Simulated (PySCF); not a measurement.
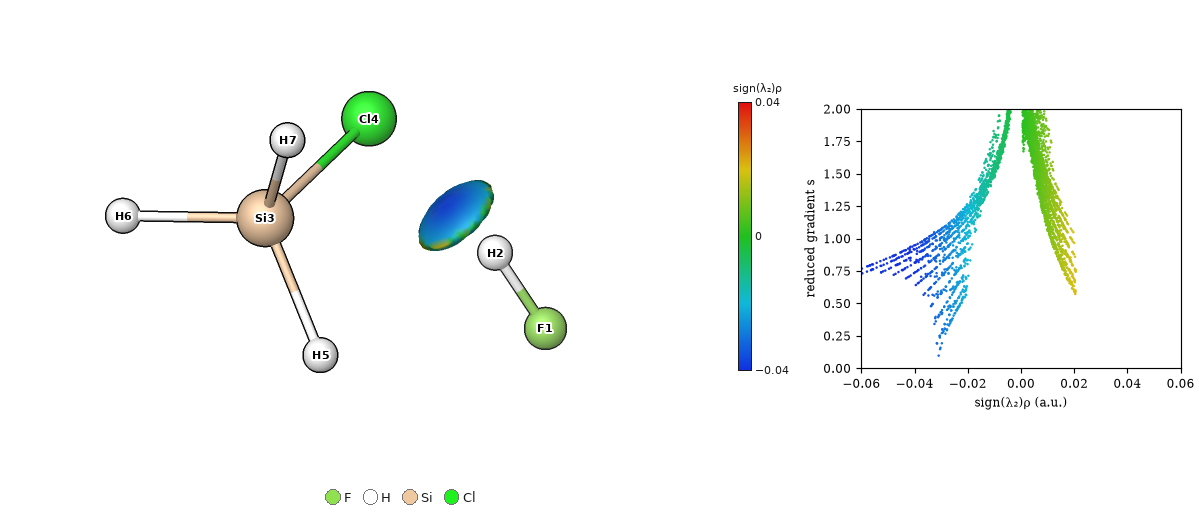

Figure. ClFH₄Si, SMILES `F.[SiH3]Cl`. Non-covalent interaction surfaces between the fragments (reduced density gradient s = 0.6, coloured by sign(λ₂)ρ in a.u.; trimmed to the region between the fragments where ρ is under 0.06 a.u.). Fragment A: HF (atoms 1–2); fragment B: SiH3Cl. The plot gives s against sign(λ₂)ρ for grid points between the fragments.

Level of theory: PBE0/cc-pVDZ (PySCF), at a geometry from GFN2-xTB. GFN2-xTB bond lengths at metals and heavier atoms can be off by up to 0.1 Å and shapes distorted, which carries into these values.

Input

```python
import numpy as np
from pyscf import gto, scf, dft
from pyscf.scf import atom_ks, atom_hf
from scipy.linalg import block_diag
from pyscf.dispersion import dftd3

def solve(mol, dm0=None, hcore=None):
    mf = (dft.UKS if mol.spin else dft.RKS)(mol, xc='pbe0')
    mf.grids.level = 3
    mf = mf.density_fit(auxbasis='def2-universal-jkfit')
    mf.conv_tol, mf.max_cycle = 1e-8, 80
    if hcore is not None:
        mf.get_hcore = lambda *args: hcore
    mf.kernel(dm0)
    if not mf.converged:
        mf = mf.newton().run(mf.mo_coeff, mf.mo_occ, max_cycle=30)
    assert mf.converged, 'SCF not converged'
    return mf

mol = gto.M(atom='''
F     -2.58955    -0.58213     0.00012
H     -1.84567     0.00299     0.00149
Si     1.43030    -0.53690     0.00007
Cl    -0.00343     0.89413    -0.00024
H      0.76212    -1.81781    -0.16306
H      2.11459    -0.41484     1.28154
H      2.30912    -0.21469    -1.11799
''', basis='cc-pvdz', charge=0, spin=0, verbose=4)
mol_a = gto.M(atom='''
F     -2.58955    -0.58213     0.00012
H     -1.84567     0.00299     0.00149
ghost-Si     1.43030    -0.53690     0.00007
ghost-Cl    -0.00343     0.89413    -0.00024
ghost-H      0.76212    -1.81781    -0.16306
ghost-H      2.11459    -0.41484     1.28154
ghost-H      2.30912    -0.21469    -1.11799
''', basis='cc-pvdz', charge=0, spin=0, verbose=4)
mol_b = gto.M(atom='''
ghost-F     -2.58955    -0.58213     0.00012
ghost-H     -1.84567     0.00299     0.00149
Si     1.43030    -0.53690     0.00007
Cl    -0.00343     0.89413    -0.00024
H      0.76212    -1.81781    -0.16306
H      2.11459    -0.41484     1.28154
H      2.30912    -0.21469    -1.11799
''', basis='cc-pvdz', charge=0, spin=0, verbose=4)
ab, a, b = solve(mol), solve(mol_a), solve(mol_b)
e_int = ab.e_tot - a.e_tot - b.e_tot
print('counterpoise-corrected interaction energy / kcal/mol', e_int * 627.5095)
def disp(atoms, charge):
    m = gto.M(atom=atoms, charge=charge, basis='sto-3g', spin=None, unit='Bohr', verbose=0)
    return dftd3.DFTD3Dispersion(m, xc='pbe0', version='d3bj').get_dispersion()['energy']
e_disp = disp(mol._atom, mol.charge) - disp(mol._atom[:2], mol_a.charge) - disp(mol._atom[2:], mol_b.charge)
print('D3(BJ) part / kcal/mol', e_disp * 627.5095)
# spherically averaged free atoms, for the promolecule
atm = atom_ks.get_atm_nrks(mol, xc='pbe0')
pro = block_diag(*[(atm[a[0]][2] * atm[a[0]][3]) @ atm[a[0]][2].T for a in mol._atom])
np.savez('result.npz', e_int=e_int, e_disp=e_disp, dm_a=a.make_rdm1(), dm_b=b.make_rdm1(), c=ab.mo_coeff, occ=ab.mo_occ, eps=ab.mo_energy, pro=pro, d=[f.dip_moment(verbose=0) for f in (ab, a, b)])
```

Command:

```sh
OMP_NUM_THREADS=1 python input.py
```

The run took 14 s on 1 thread of Intel(R) Xeon(R) Platinum 8488C (Sapphire Rapids), on a shared host, peak memory 0.35 GiB.

Partitions, critical points and surface values were worked out afterwards from this run's density.

Question: Which interactions hold the two fragments together?

Answer: Bond critical points between the fragments: H2···Cl4, hydrogen bond, 2.05 Å, ρ = 0.031 a.u. It appears blue (attractive, sign(λ₂)ρ well below zero). The pose is a local one from a semi-empirical search, not shown to be the most stable.

Question: How strongly are they bound?

Answer: The counterpoise-corrected interaction energy of the frozen fragments is −1.6 kcal/mol without dispersion correction and −2.2 kcal/mol with D3(BJ). The pair geometry is semi-empirical, not a minimum at this level.
